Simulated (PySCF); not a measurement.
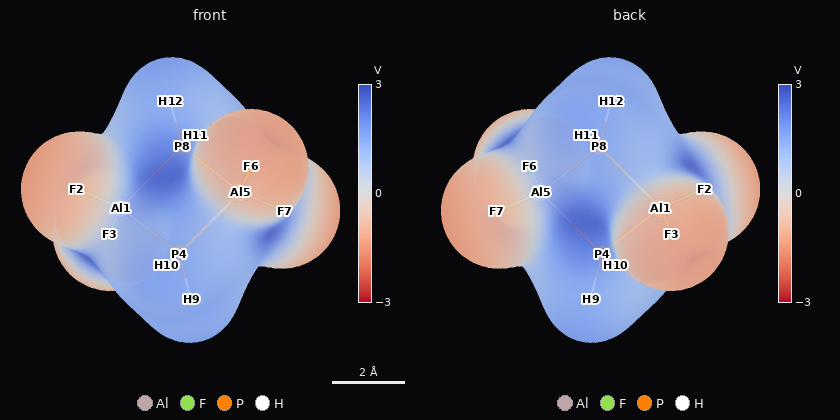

Al2F4H4P2. The electrostatic potential painted on the density surface at 0.002 e/bohr³, seen from the front and from behind; the colour scale runs from red (negative) to blue (positive).

Geometry: PBE0-D3(BJ)/def2-SVP.

Theory: CAM-B3LYP/def2-SVPD, SCF density, gas phase in PySCF 2.14.0.

```
atom    x (Å)    y (Å)    z (Å)
  Al   1.2103  -1.2640  -0.2498
   F   1.7187  -2.1763   1.0467
   F   1.8153  -1.5129  -1.7806
   P   1.2309   1.0981   0.3076
  Al  -1.1901   1.2495   0.2559
   F  -1.7977   1.4972   1.7861
   F  -1.6999   2.1673  -1.0361
   P  -1.2103  -1.1134  -0.2992
   H   1.9092   1.9314  -0.6113
   H   1.8426   1.4326   1.5376
   H  -1.8221  -1.4507  -1.5285
   H  -1.8915  -1.9416   0.6226
```

Question: Which sites attract a positive test charge, and which a negative one?

Answer: A positive charge is drawn to the negative regions and a negative charge to the positive ones. The most negative region (about −1.3 V, or −30 kcal/mol for a unit charge) lies over F2, F3, F6 and F7, the most positive (about +2.5 V, or +58 kcal/mol for a unit charge) over Al1 and Al5.

Question: What dipole moment does the calculation give?

Answer: Its dipole moment is 0.02 D.
